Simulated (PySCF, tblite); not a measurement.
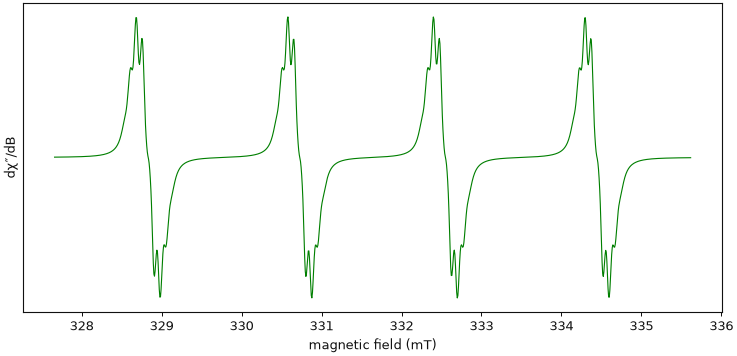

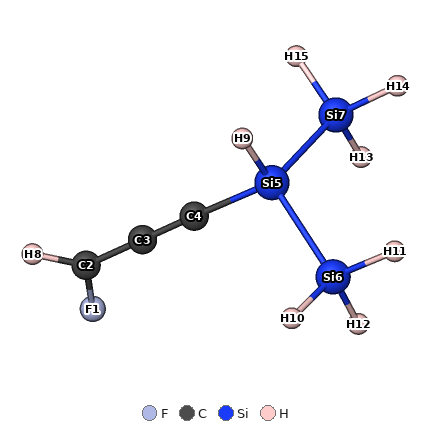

First-order isotropic EPR spectrum (fast tumbling, first derivative) of C₃H₈FSi₃, SMILES F[CH]C#C[SiH]([SiH3])[SiH3], doublet at 9.30 GHz, Lorentzian lines of 0.11 mT full width at half height, from computed g and hyperfine couplings (B3LYP/pcH-1, PySCF 2.14.0, at a GFN2-xTB geometry (a minimum by its frequencies), gas phase); values of one conformer, averaged over methyl-type rotors alone; no vibrational averaging; dilute isotopes left out. The SMILES is one Lewis form and needn't show where the spin sits.

Which couplings does the calculation give? The spectrum shows the sizes of those above the line width, not their signs.

Answer.
| nuclei | isotope | a (mT) | a (MHz) |
| --- | --- | --- | --- |
| F1 | ¹⁹F | 3.72 | 104.2 |
| H8 | ¹H | −1.89 | −53.0 |
| H9 | ¹H | 0.11 | 3.0 |
| H10, H11, H12, H13, H14, H15 | ¹H | 0.08 | 2.3 |

What is the g value, and how wide is the spectrum?

Answer. g_iso = 2.0036, which centres the spectrum at 331.6 mT; it spans 6.2 mT.

Note: the tight-binding geometry is rougher than a DFT one and adds to the error.
